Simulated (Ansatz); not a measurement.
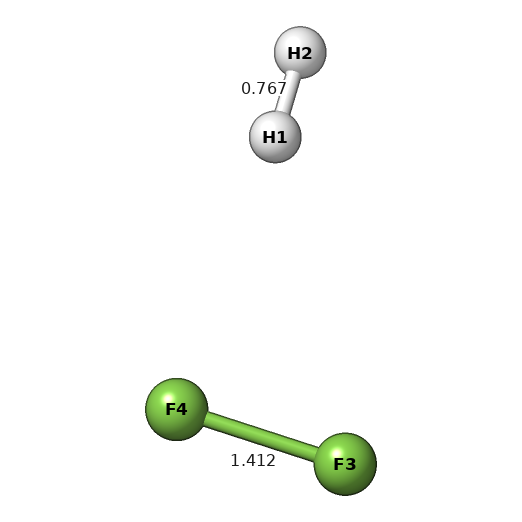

Bond lengths are marked in Å; every bond is drawn as one stick. The computed structure is the end point of a PBE-D4/def2-SVP optimisation. No frequency run is at hand to confirm it as a minimum.

Which of the marked bonds are single, double, triple or aromatic?

Answer. H1–H2 single; F3–F4 single.

Write the SMILES.

Answer. FF.[H][H]
